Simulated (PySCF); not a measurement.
**Two runs on C₂H₇NSSi₂**

System: C₂H₇NSSi₂, SMILES N#CC[SiH2]S[SiH3].
Method of run 1: GIAO PBE0/6-31G* NMR shielding, non-relativistic, gas phase (PySCF 2.14.0).

The geometry comes from this level: PBE0-D3(BJ)/def2-SVP. Text and figures count atoms from 1; the logs count them from 0 in places.

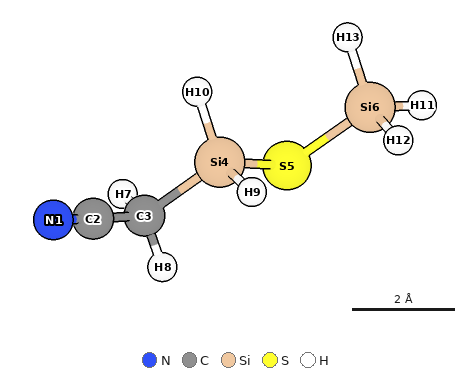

The input geometry (ball-and-stick view, seen at an oblique angle; atoms are numbered from 1 in the order of the input). Bond lengths as drawn: C–C 1.45 Å, C–H 1.10 Å, C–N 1.16 Å, C–Si 1.90 Å, H–Si 1.49 Å and S–Si 2.15 to 2.16 Å.

Input, run 1:
```
{"job": {"kind": "nmr", "xc": "PBE0", "basis": "6-31G*", "pop": true}, "charge": 0, "multiplicity": 1}
N      3.284838     0.804925     1.803667
C      2.468012     0.165523     1.288291
C      1.415401    -0.596351     0.649660
Si    -0.201583     0.395795     0.529538
S     -1.578585    -0.941778    -0.431527
Si    -3.296968     0.353010    -0.567721
H      1.222443    -1.521057     1.217612
H      1.726009    -0.890765    -0.366068
H      0.017990     1.626773    -0.281944
H     -0.665334     0.772126     1.895147
H     -4.358095    -0.453319    -1.230359
H     -2.978779     1.564428    -1.379491
H     -3.740958     0.782390     0.791102
```

The first line tells a small driver script what to run in PySCF; the rest is the geometry in Å.

Launched with:
```bash
OMP_NUM_THREADS=1 python <driver script> task.json out
```

Hardware: 1 CPU thread, shared host.

Output (run 1):
```
coarse grid: 12448 points
cycle   1  E = -1111.7930893572  dE =  3.799e-01  |g| = 4.618e-01  |ddm| = 3.439e+00
cycle   2  E = -1111.6446833694  dE =  1.484e-01  |g| = 9.321e-01  |ddm| = 1.390e+00
cycle   3  E = -1111.8494266883  dE = -2.047e-01  |g| = 1.311e-01  |ddm| = 8.857e-01
cycle   4  E = -1111.8538292024  dE = -4.403e-03  |g| = 3.443e-02  |ddm| = 1.703e-01
cycle   5  E = -1111.8541508628  dE = -3.217e-04  |g| = 7.857e-03  |ddm| = 5.209e-02
cycle   6  E = -1111.8541716247  dE = -2.076e-05  |g| = 1.049e-03  |ddm| = 1.268e-02
cycle   7  E = -1111.8541719154  dE = -2.907e-07  |g| = 3.632e-04  |ddm| = 1.795e-03
final grid: 106616 points
cycle   8  E = -1111.7782376580  dE = -1.188e-05  |g| = 5.758e-03  |ddm| = 2.000e-02
cycle   9  E = -1111.7782352881  dE =  2.370e-06  |g| = 6.391e-03  |ddm| = 1.571e-02
cycle  10  E = -1111.7782478490  dE = -1.256e-05  |g| = 5.264e-04  |ddm| = 8.530e-03
cycle  11  E = -1111.7782479016  dE = -5.260e-08  |g| = 3.018e-04  |ddm| = 7.335e-04
cycle  12  E = -1111.7782479209  dE = -1.923e-08  |g| = 6.046e-05  |ddm| = 2.545e-04
cycle  13  E = -1111.7782479219  dE = -9.970e-10  |g| = 1.292e-05  |ddm| = 7.651e-05
converged SCF energy = -1111.7782479219

GIAO shielding tensors (ppm)
atom      isotropic    diamagn.    paramagn.     s11        s22        s33       span
  0 N        1.080     341.622    -340.542   -159.677   -147.641    310.558    470.235
  1 C       88.333     254.587    -166.254    -14.418    -12.034    291.452    305.870
  2 C      191.899     253.868     -61.970    179.145    184.723    211.828     32.683
  3 Si     414.204     882.889    -468.685    385.946    399.701    456.965     71.019
  4 S      848.659    1059.373    -210.714    818.824    841.721    885.432     66.608
  5 Si     437.942     879.921    -441.979    401.437    427.691    484.698     83.261
  6 H       30.326      28.431       1.895     24.928     30.553     35.498     10.570
  7 H       30.322      29.579       0.743     24.944     30.533     35.490     10.545
  8 H       26.918      31.522      -4.604     22.865     26.183     31.706      8.841
  9 H       26.892      30.745      -3.853     22.824     26.066     31.786      8.962
 10 H       27.104      27.562      -0.458     23.400     24.760     33.153      9.752
 11 H       27.212      28.748      -1.537     23.451     25.459     32.724      9.273
 12 H       27.214      28.220      -1.006     23.442     25.426     32.773      9.330
```

For run 2 the input was changed thus:
```diff
-"basis": "6-31G*"
+"basis": "6-311+G(2d,p)"
```

Predict how the results change.

The total energy of run 2 is 83.1 kcal/mol lower, which measures the change of basis and not a stability. The HOMO goes from −7.75 to −7.85 eV. The LUMO goes from −0.41 to −0.66 eV. The dipole moment goes from 3.48 to 3.88 D. Of all shieldings, the largest change is that of Si4, by −49.5 ppm. Diffuse functions give room to the loosely bound empty orbitals, which lowers the LUMO. The SCF takes 14 iterations against 13. The basis functions go from 110 to 228.

Output (run 2):
```
coarse grid: 12448 points
cycle   1  E = -1111.8501642192  dE =  3.312e-01  |g| = 4.966e-01  |ddm| = 3.464e+00
cycle   2  E = -1111.6959767539  dE =  1.542e-01  |g| = 9.628e-01  |ddm| = 1.696e+00
cycle   3  E = -1111.9023020504  dE = -2.063e-01  |g| = 1.557e-01  |ddm| = 9.906e-01
cycle   4  E = -1111.9070214263  dE = -4.719e-03  |g| = 5.359e-02  |ddm| = 1.579e-01
cycle   5  E = -1111.9076989869  dE = -6.776e-04  |g| = 9.106e-03  |ddm| = 6.724e-02
cycle   6  E = -1111.9077198823  dE = -2.090e-05  |g| = 2.851e-03  |ddm| = 1.767e-02
cycle   7  E = -1111.9077222738  dE = -2.391e-06  |g| = 5.727e-04  |ddm| = 4.905e-03
final grid: 106616 points
cycle   8  E = -1111.9106660810  dE = -2.717e-05  |g| = 7.060e-03  |ddm| = 7.252e-02
cycle   9  E = -1111.9106622522  dE =  3.829e-06  |g| = 7.620e-03  |ddm| = 1.513e-02
cycle  10  E = -1111.9106764387  dE = -1.419e-05  |g| = 6.111e-04  |ddm| = 8.885e-03
cycle  11  E = -1111.9106765244  dE = -8.564e-08  |g| = 3.617e-04  |ddm| = 1.131e-03
cycle  12  E = -1111.9106765499  dE = -2.548e-08  |g| = 1.135e-04  |ddm| = 3.088e-04
cycle  13  E = -1111.9106765527  dE = -2.835e-09  |g| = 3.273e-05  |ddm| = 1.216e-04
cycle  14  E = -1111.9106765530  dE = -2.572e-10  |g| = 3.979e-06  |ddm| = 2.962e-05
converged SCF energy = -1111.9106765530

GIAO shielding tensors (ppm)
atom      isotropic    diamagn.    paramagn.     s11        s22        s33       span
  0 N      -27.384     326.072    -353.456   -200.102   -186.672    304.622    504.725
  1 C       67.220     274.286    -207.065    -46.635    -43.885    292.180    338.815
  2 C      183.953     235.744     -51.791    171.116    176.196    204.548     33.432
  3 Si     364.726     880.483    -515.758    340.795    344.327    409.055     68.261
  4 S      799.813    1058.403    -258.590    762.429    781.497    855.512     93.082
  5 Si     396.737     880.207    -483.470    356.164    383.533    450.515     94.351
  6 H       29.577      27.264       2.313     24.280     29.914     34.537     10.257
  7 H       29.575      27.671       1.904     24.293     29.888     34.546     10.253
  8 H       26.274      30.906      -4.632     22.544     25.316     30.961      8.417
  9 H       26.265      30.234      -3.969     22.521     25.231     31.043      8.523
 10 H       26.517      27.452      -0.934     22.933     24.319     32.300      9.367
 11 H       26.507      28.839      -2.332     22.855     24.579     32.086      9.231
 12 H       26.509      28.305      -1.796     22.847     24.554     32.127      9.280
```

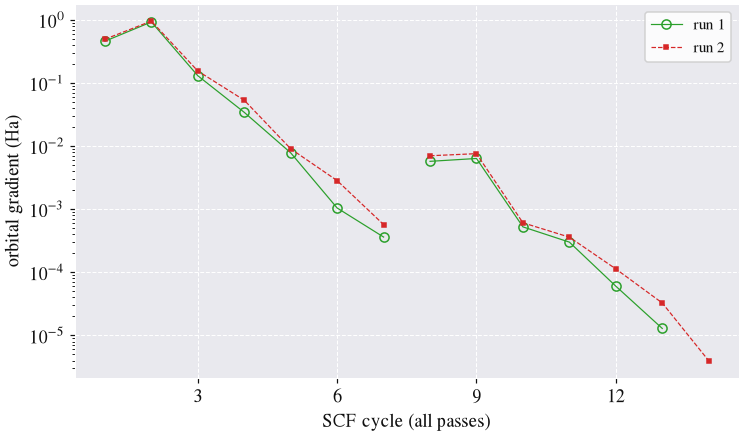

Convergence of the two runs: orbital gradient against the SCF cycle. A break in a curve parts two SCF passes (coarse and final grid). Run 1 takes 13 cycles in all, and run 2 takes 14.

The two runs side by side:

| quantity | run 1 | run 2 |
| --- | --- | --- |
| outcome | converged | converged |
| total energy (hartree) | −1111.778248 | −1111.910677 |
| HOMO (eV) | −7.75 | −7.85 |
| LUMO (eV) | −0.41 | −0.66 |
| dipole moment (D) | 3.48 | 3.88 |
| shielding of N1 (ppm) | 1.1 | −27.4 |
| shielding of C2 (ppm) | 88.3 | 67.2 |
| shielding of C3 (ppm) | 191.9 | 184.0 |
| shielding of Si4 (ppm) | 414.2 | 364.7 |
| shielding of S5 (ppm) | 848.7 | 799.8 |
| shielding of Si6 (ppm) | 437.9 | 396.7 |
| shielding of H7 (ppm) | 30.3 | 29.6 |
| SCF iterations | 13 | 14 |
| basis functions | 110 | 228 |
| wall time (shared host) | 12 s | 33 s |
